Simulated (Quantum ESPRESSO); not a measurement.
## Magnetic state of NiI2 from several starts

Aim: find out which collinear order of NiI2 costs least.

Calculated with Quantum ESPRESSO 7.5; LDA with U = 6 eV on Ni d (ortho-atomic projectors); plane waves with GBRV 1.5 LDA potentials, no spin-orbit coupling.

The database entry behind the starting cell differs from later determinations by our own check (c about 0.7 % short), so it need not match the best structure at ambient conditions.

## (1) Starting point

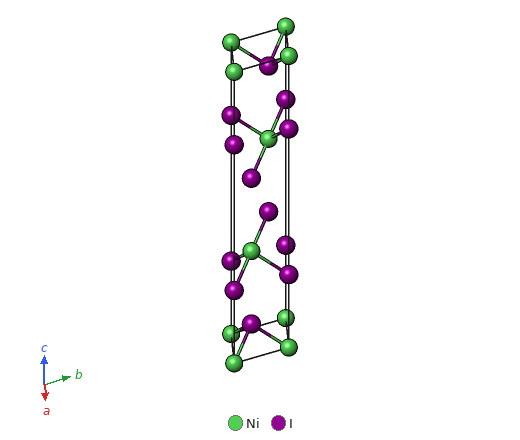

The cell as given, from a free direction (nickel green, iodine purple). This picture shows the conventional cell, with its axes. Bonds to atoms that aren't drawn are left out. Some periodic images of atoms are drawn too.

The cell comes from the Crystallography Open Database.

## (2) Run 1 (ferro +)

The signs are those of the starting moments on the seeded atoms, the atoms that are given a moment.

Input file pw.in:

```
&CONTROL
  calculation = 'scf'
  prefix = 'pwscf'
  outdir = './tmp'
  pseudo_dir = './pseudo'
  disk_io = 'nowf'
/
&SYSTEM
  ibrav = 0
  nat = 3
  ntyp = 2
  ecutwfc = 40
  ecutrho = 280
  nbnd = 25
  occupations = 'smearing'
  smearing = 'fd'
  degauss = 0.00367493
  nspin = 2
  starting_magnetization(1) = 0.1111
  starting_magnetization(2) = 0
/
&ELECTRONS
  conv_thr = 6d-09
  electron_maxstep = 150
  mixing_beta = 0.3
/
ATOMIC_SPECIES
Ni     58.6934 ni_lda_v1.4.uspp.F.UPF
I     126.9045 i_lda_v1.uspp.F.UPF
CELL_PARAMETERS angstrom
   1.9515000000    1.1266990503    6.5566666667
  -1.9515000000    1.1266990503    6.5566666667
   0.0000000000   -2.2533981006    6.5566666667
ATOMIC_POSITIONS crystal
Ni      0.0000000000    0.0000000000    0.0000000000
I       0.2500000000    0.2500000000    0.2500000000
I       0.7500000000    0.7500000000    0.7500000000
K_POINTS automatic
6 6 6 0 0 0
HUBBARD {ortho-atomic}
U Ni-3d 6.0000
```

Started as:

```
$ OMP_NUM_THREADS=1 mpirun -n 4 pw.x -nk 4 -in pw.in > pw.out
```

The log of the run:

```text
Program PWSCF v.7.5 starts

     Message from routine setup:
     using ibrav=0 with symmetry is DISCOURAGED, use correct ibrav instead

     K-points division:     npool     =       4
     Subspace diagonalization in iterative solution of the eigenvalue problem:

     G-vector sticks info
     --------------------
     sticks:   dense  smooth     PW     G-vecs:    dense   smooth      PW
     Sum        2061    1177    377                46223    19963    3623

     Using Slab Decomposition

     bravais-lattice index     =            0
     lattice parameter (alat)  =      13.1016  a.u.
     unit-cell volume          =     583.7239 (a.u.)^3
     number of atoms/cell      =            3
     number of atomic types    =            2
     number of electrons       =        32.00
     number of Kohn-Sham states=           25
     kinetic-energy cutoff     =      40.0000  Ry
     charge density cutoff     =     280.0000  Ry
     scf convergence threshold =      6.0E-09
     mixing beta               =       0.3000
     number of iterations used =            8  plain     mixing
     Exchange-correlation= SLA  PZ   NOGX NOGC
                           (   1   1   0   0   0   0   0)
     Hubbard projectors: ortho-atomic
     Hubbard parameters of DFT+U (Dudarev formulation) in eV:
     U(Ni-3d) =  6.0000

     Internal variables: lda_plus_u =T, lda_plus_u_kind = 0

     Internal variables: orbital_resolved =F, hub_pot_fix =F, apply_U = F

     celldm(1)=  13.101634  celldm(2)=   0.000000  celldm(3)=   0.000000
     celldm(4)=   0.000000  celldm(5)=   0.000000  celldm(6)=   0.000000

     crystal axes: (cart. coord. in units of alat)
               a(1) = (   0.281476   0.162510   0.945707 )
               a(2) = (  -0.281476   0.162510   0.945707 )
               a(3) = (   0.000000  -0.325021   0.945707 )

     reciprocal axes: (cart. coord. in units 2 pi/alat)
               b(1) = (  1.776348  1.025575  0.352470 )
               b(2) = ( -1.776348  1.025575  0.352470 )
               b(3) = (  0.000000 -2.051150  0.352470 )

     PseudoPot. # 1 for Ni read from file:
     ni_lda_v1.4.uspp.F.UPF
     Pseudo is Ultrasoft + core correction, Zval = 18.0
     Generated by new atomic code, or converted to UPF format
     Using radial grid of  865 points,  6 beta functions with:
                l(1) =   0
                l(2) =   0
                l(3) =   1
                l(4) =   1
                l(5) =   2
                l(6) =   2
     Q(r) pseudized with 10 coefficients,  rinner =    0.980   0.980   0.980
                                                       0.980   0.980

     PseudoPot. # 2 for I  read from file:
     i_lda_v1.uspp.F.UPF
     Pseudo is Ultrasoft + core correction, Zval =  7.0
     Generated by new atomic code, or converted to UPF format
     Using radial grid of  893 points,  6 beta functions with:
                l(1) =   0
                l(2) =   0
                l(3) =   1
                l(4) =   1
                l(5) =   2
                l(6) =   2
     Q(r) pseudized with  8 coefficients,  rinner =    1.500   1.500   1.500
                                                       1.500   1.500

     atomic species   valence    mass     pseudopotential
     Ni               18.00    58.69340     Ni( 1.00)
     I                 7.00   126.90450     I ( 1.00)

     Starting magnetic structure
     atomic species   magnetization
     Ni              0.111
     I               0.000

     12 Sym. Ops., with inversion, found

   Cartesian axes

     site n.     atom                  positions (alat units)
         1        Ni     tau(   1) = (   0.0000000   0.0000000   0.0000000  )
         2        I      tau(   2) = (   0.0000000   0.0000000   0.7092801  )
         3        I      tau(   3) = (   0.0000000   0.0000000   2.1278403  )

     number of k points=    32  Fermi-Dirac smearing, width (Ry)=  0.0037
                       cart. coord. in units 2pi/alat
        k(    1) = (   0.0000000   0.0000000   0.0000000), wk =   0.0046296
        k(    2) = (   0.0000000  -0.3418583   0.0587450), wk =   0.0277778
        k(    3) = (   0.0000000  -0.6837166   0.1174900), wk =   0.0277778
        k(    4) = (   0.0000000   1.0255750  -0.1762350), wk =   0.0138889
        k(    5) = (  -0.2960580  -0.1709292   0.1174900), wk =   0.0277778
        [... 27 further k-points ...]

     Dense  grid:    46223 G-vectors     FFT dimensions: (  72,  72,  72)

     Smooth grid:    19963 G-vectors     FFT dimensions: (  54,  54,  54)

     Check: negative core charge=   -0.000003
     Generating pointlists ...
     new r_m :   0.1658 (alat units)  2.1721 (a.u.) for type    1
     new r_m :   0.1658 (alat units)  2.1721 (a.u.) for type    2

     Initial potential from superposition of free atoms

     starting charge      29.9998, renormalised to      32.0000

     STARTING HUBBARD OCCUPATIONS:

     =================== HUBBARD OCCUPATIONS ===================
     ------------------------ ATOM    1 ------------------------
     Tr[ns(  1)] (up, down, total) =   5.00000  3.00000  8.00000
     Atomic magnetic moment for atom   1 =   2.00000
     [... lines left out ...]
     Number of occupied Hubbard levels =    8.0000

     Atomic wfc used for Hubbard projectors are orthogonalized

     Starting wfcs are   21 randomized atomic wfcs +    4 random wfcs

     Self-consistent Calculation

     iteration #  1     ecut=    40.00 Ry     beta= 0.30
     Davidson diagonalization with overlap
     ethr =  1.00E-02,  avg # of iterations =  6.2

     =================== HUBBARD OCCUPATIONS ===================
     ------------------------ ATOM    1 ------------------------
     Tr[ns(  1)] (up, down, total) =   3.36531  0.48414  3.84945
     Atomic magnetic moment for atom   1 =   2.88117
     [... lines left out ...]
     Number of occupied Hubbard levels =    3.8495

     total energy              =    -463.67181749 Ry
     estimated scf accuracy    <      25.27722879 Ry

     total magnetization       =     3.22 Bohr mag/cell
     absolute magnetization    =     3.32 Bohr mag/cell

     iteration #  2     ecut=    40.00 Ry     beta= 0.30
     Davidson diagonalization with overlap
     ethr =  1.00E-02,  avg # of iterations =  3.0

     total energy              =    -471.19838571 Ry
     estimated scf accuracy    <      18.99668594 Ry

     total magnetization       =     0.13 Bohr mag/cell
     absolute magnetization    =     0.18 Bohr mag/cell

     iteration #  3     ecut=    40.00 Ry     beta= 0.30
     Davidson diagonalization with overlap
     ethr =  1.00E-02,  avg # of iterations =  2.0

     total energy              =    -471.74164906 Ry
     estimated scf accuracy    <       3.73149505 Ry

     total magnetization       =     0.42 Bohr mag/cell
     absolute magnetization    =     0.45 Bohr mag/cell

     [... further iterations left out ...]

     iteration # 15     ecut=    40.00 Ry     beta= 0.30
     Davidson diagonalization with overlap
     ethr =  3.29E-09,  avg # of iterations =  1.3

     total energy              =    -472.44980907 Ry
     estimated scf accuracy    <       0.00000015 Ry

     total magnetization       =     2.00 Bohr mag/cell
     absolute magnetization    =     2.03 Bohr mag/cell

     iteration # 16     ecut=    40.00 Ry     beta= 0.30
     Davidson diagonalization with overlap
     ethr =  4.79E-10,  avg # of iterations =  2.0

     total energy              =    -472.44980992 Ry
     estimated scf accuracy    <       0.00000075 Ry

     total magnetization       =     2.00 Bohr mag/cell
     absolute magnetization    =     2.03 Bohr mag/cell

     iteration # 17     ecut=    40.00 Ry     beta= 0.30
     Davidson diagonalization with overlap
     ethr =  4.79E-10,  avg # of iterations =  1.9

     total energy              =    -472.44980997 Ry
     estimated scf accuracy    <       0.00000010 Ry

     total magnetization       =     2.00 Bohr mag/cell
     absolute magnetization    =     2.03 Bohr mag/cell

     iteration # 18     ecut=    40.00 Ry     beta= 0.30
     Davidson diagonalization with overlap
     ethr =  3.02E-10,  avg # of iterations =  1.5

     Magnetic moment per site  (integrated on atomic sphere of radius R)
     atom   1 (R=0.166)  charge= 16.8743  magn=  1.4822
     atom   2 (R=0.166)  charge=  4.2782  magn=  0.1664
     atom   3 (R=0.166)  charge=  4.2782  magn=  0.1664

     End of self-consistent calculation

     =================== HUBBARD OCCUPATIONS ===================
     ------------------------ ATOM    1 ------------------------
     Tr[ns(  1)] (up, down, total) =   4.96771  3.49627  8.46398
     Atomic magnetic moment for atom   1 =   1.47144
     [... lines left out ...]
     Number of occupied Hubbard levels =    8.4640

     [... lines left out ...]
     the Fermi energy is     6.2537 ev

!    total energy              =    -472.44981000 Ry
     estimated scf accuracy    <          2.3E-09 Ry
     smearing contrib. (-TS)   =      -0.00000146 Ry
     internal energy E=F+TS    =    -472.44980854 Ry

     The total energy is F=E-TS. E is the sum of the following terms:
     one-electron contribution =    -378.35413223 Ry
     hartree contribution      =     200.32703904 Ry
     xc contribution           =    -129.90022484 Ry
     ewald contribution        =    -164.62508133 Ry
     Hubbard energy            =       0.10259081 Ry

     total magnetization       =     2.00 Bohr mag/cell
     absolute magnetization    =     2.03 Bohr mag/cell

     convergence has been achieved in  18 iterations

=------------------------------------------------------------------------------=
   JOB DONE.
=------------------------------------------------------------------------------=
```

Elapsed: 72 s, on 4 MPI ranks of Arm Neoverse V2, shared host; peak memory 0.63 GiB; 4.8 min of CPU time.

Spin moment in the atom's sphere by atom:

```
atom  spin moment in the atom's sphere (μB)
 Ni1                                   1.48
  I2                                   0.17
  I3                                   0.17
```

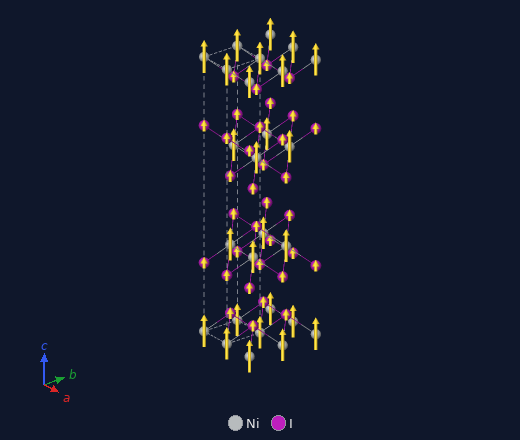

Spin moment in the atom's sphere as arrows, the longest 1.48 μB. Up and down stand for the sign. Arrows give size and sign along the axis of quantisation, drawn up and down the page. Each arrow also spans its atom, so small moments look longer than they are. Bonds to atoms that aren't drawn are left out. 2×2×1 conventional cells are drawn. Some periodic images of atoms are drawn too.

This step gave:

```
smearing term TS       : 1.98e-5 eV
magnetization          : 2 μB
absolute magnetization : 2.035 μB
final state            : ferromagnetic
```

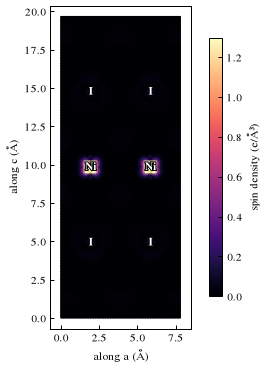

Spin density in the ac plane of the conventional cell at fractional y = 0.000, with atoms of Ni and I within 0.2 Å of it. The map starts off the cell's origin, so that atoms lie inside it.

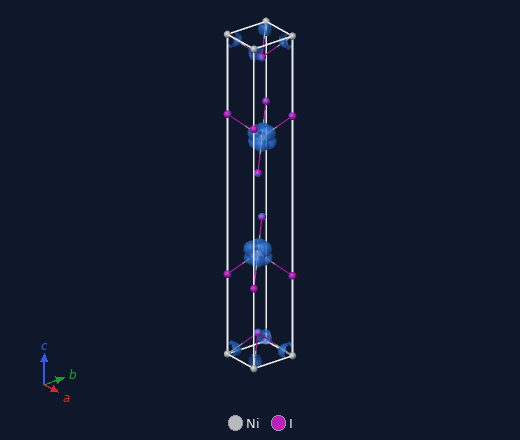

Surface of spin density = 0.062 e/Å³, which holds about 70 % of the integral of its size. Bonds to atoms that aren't drawn are left out.

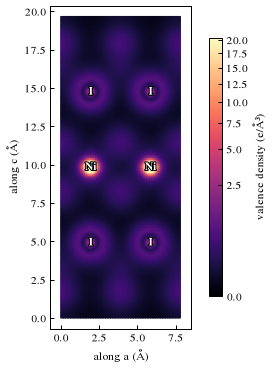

Valence density in the ac plane of the conventional cell at fractional y = 0.000, with atoms of Ni and I within 0.2 Å of it. It is the smooth field of the valence electrons, not physical close to the nuclei. The map starts off the cell's origin, so that atoms lie inside it. The colour scale is stretched toward low values.

[end of part 1 of 3]

[Logs and program files are shortened in this print: banners, set-up blocks, solver, clock and traceback lines can be left out without a mark of their own.]

[Logs are printed without paths, hosts, clocks, repeated set-up lines and the standing remarks that a program may print on its own settings, such as how far it seeks lower states.]

[Hosts, paths, dates, database ids (printed as entryN), source tags and the programs' standing remarks are cut or masked in the printed files.]

[Where a cell is said to come from a database of computed structures, the database is the Materials Project.]
